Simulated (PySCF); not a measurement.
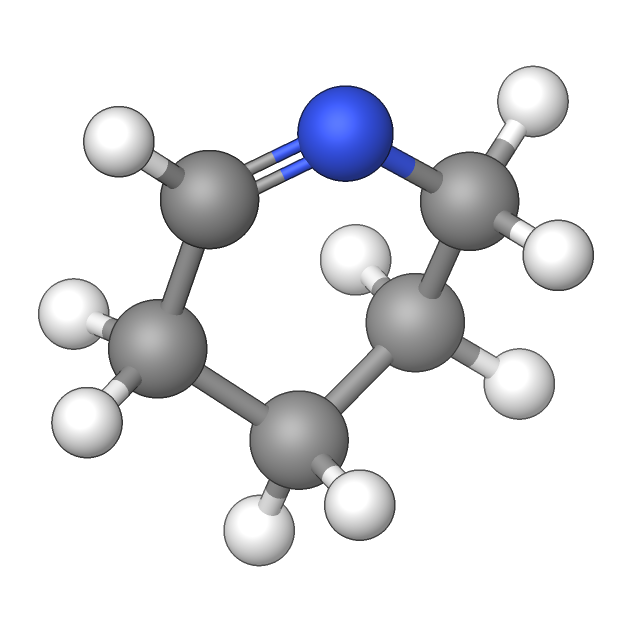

A ball-and-stick model of a molecule. Double and triple bonds are drawn as two and three sticks. Colours: carbon grey, nitrogen blue, hydrogen white.

Describe the molecule.

Formula C₅H₉N. Its SMILES string is `C1=NCCCC1`. Independent rings (smallest set): 1 of 6 members. Among its groups: imine. Coordination: 1 C trigonal planar; 1 N bent; 4 C tetrahedral.

The parts below concern this one geometry. Atoms keep their numbers from picture to picture. The computed structure is the end point of a PBE0-D3(BJ)/def2-SVP optimisation. No frequency run is at hand to confirm it as a minimum.

### Shape

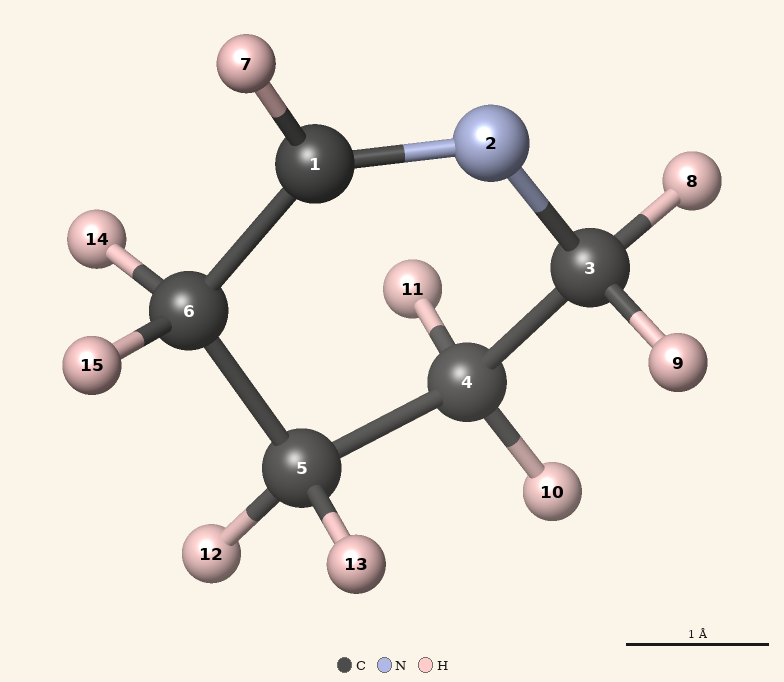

No frequency run is at hand to confirm it as a minimum.

Give the bond lengths.

| bond | length (Å) | order |
| --- | --- | --- |
| C1–N2 | 1.268 | double |
| C1–C6 | 1.506 | single |
| C1–H7 | 1.104 | single |
| N2–C3 | 1.448 | single |
| C3–C4 | 1.525 | single |
| C3–H8 | 1.103 | single |
| C3–H9 | 1.106 | single |
| C4–C5 | 1.522 | single |
| C4–H10 | 1.102 | single |
| C4–H11 | 1.105 | single |
| C5–C6 | 1.523 | single |
| C5–H12 | 1.101 | single |
| C5–H13 | 1.104 | single |
| C6–H14 | 1.107 | single |
| C6–H15 | 1.103 | single |

### Polarisability

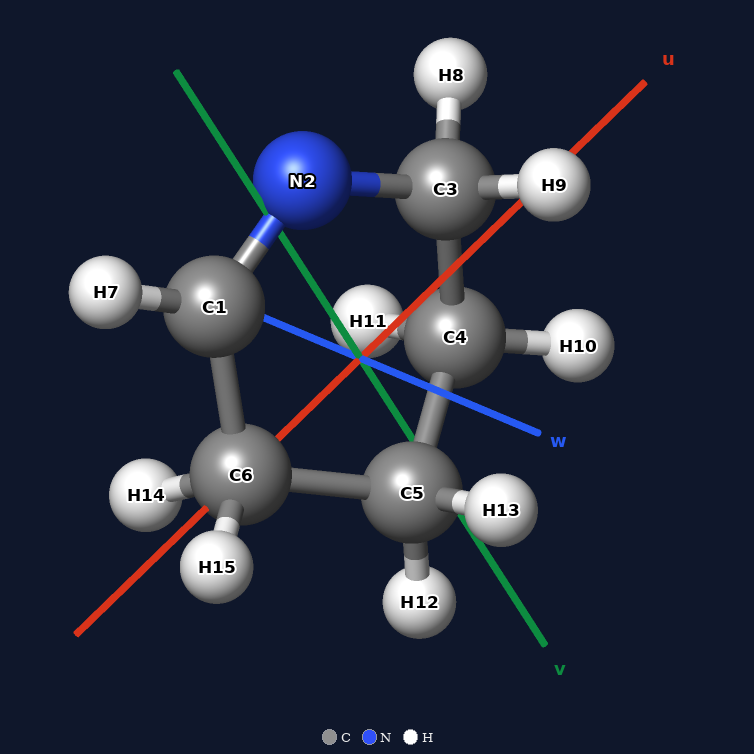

The lines u, v and w are the principal axes of the static dipole polarisability. No frequency run is at hand to confirm it as a minimum. Level of theory: CAM-B3LYP/def2-SVPD (PySCF 2.14.0).

Along which axis is the molecule most polarisable, and along which least?

Most along u (close to the long direction C3···C6), least along w.

Give the three principal values.

u 75.2, v 64.2, w 53.1 bohr³; mean 64.2, anisotropy 19.1 bohr³.

### NMR shielding

The questions are on isotropic NMR shieldings of the C atoms. No frequency run is at hand to confirm it as a minimum. Level of theory: GIAO KT3/pcSseg-2 NMR shielding, non-relativistic, gas phase (PySCF 2.14.0).

List the isotropic NMR shieldings of the C atoms.

```csv
atom,σ (ppm)
C1,21.2
C3,126.6
C4,153.6
C5,156.7
C6,148.0
```

### Quadrupole coupling

No frequency run is at hand to confirm it as a minimum. Electric field gradients from the ground-state density, PBE0/pcSseg-1 (PySCF 2.14.0), non-relativistic apart from any core potentials.

Give the largest field-gradient component, the quadrupole coupling constant and the asymmetry for 14N at N2 (Q = 20.44 mb).

```
atom  V_zz (a.u.)  e²qQ/h (MHz)     η
  N2       −1.099         −5.28  0.32
```
